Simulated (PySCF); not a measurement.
Species, as SMILES: FF (F2).
Geometry (B3LYP-D3(BJ)/def2-TZVP, fixed):
```
F
F 1 1.3965
```

Basis-set convergence of the lowest singlet excitation energy at CAM-B3LYP with PySCF. Tamm-Dancoff approximation; the state is taken by its order, and sets in which it differs in degeneracy or brightness are left out, yet its character can still change. All functions are spherical. Density fitting with generated auxiliary sets. No added dispersion term, no relativity. Reference: the value in d-aug-cc-pVTZ, 4.694 eV, itself unsure by roughly 0.003 eV (its mean distance from aug-pcseg-3, aug-cc-pVQZ, aug-pcseg-2). Deviations are taken from unrounded values. Cost is core time over that of def2-SVPD, rough, on shared machines of one kind; a dash marks a row that isn't timed (too short, read off another run, short of memory, by another algorithm or on other hardware).

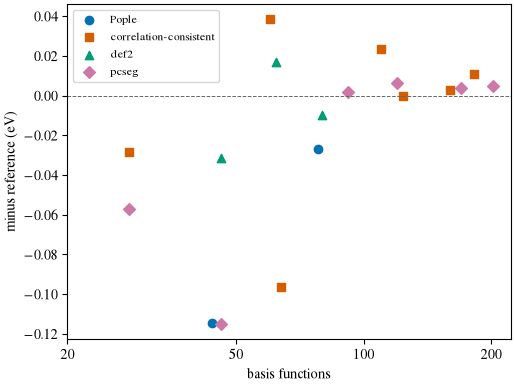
*Deviation from the reference against the number of basis functions, by family of sets.*

```csv
basis,functions,lowest singlet excitation energy (eV),minus reference (eV),cost
cc-pVDZ,28,4.666,-0.028,-
pcseg-1,28,4.637,-0.057,-
6-311+G**,44,4.580,-0.115,1×
aug-pcseg-1,46,4.579,-0.115,1×
def2-SVPD,46,4.663,-0.032,1×
cc-pVTZ,60,4.733,0.039,1×
def2-TZVPP,62,4.711,0.017,2×
d-aug-cc-pVDZ,64,4.598,-0.097,3×
"6-311++G(3df,3pd)",78,4.668,-0.027,3×
def2-TZVPPD,80,4.684,-0.010,3×
aug-pcseg-2,92,4.696,0.002,4×
cc-pVQZ,110,4.718,0.024,4×
pcseg-3,120,4.701,0.006,5×
d-aug-cc-pVTZ,124,4.694,0.000,10×
aug-cc-pVQZ,160,4.697,0.003,10×
aug-pcseg-3,170,4.698,0.004,20×
cc-pV5Z,182,4.705,0.011,20×
pcseg-4,202,4.699,0.005,30×
```
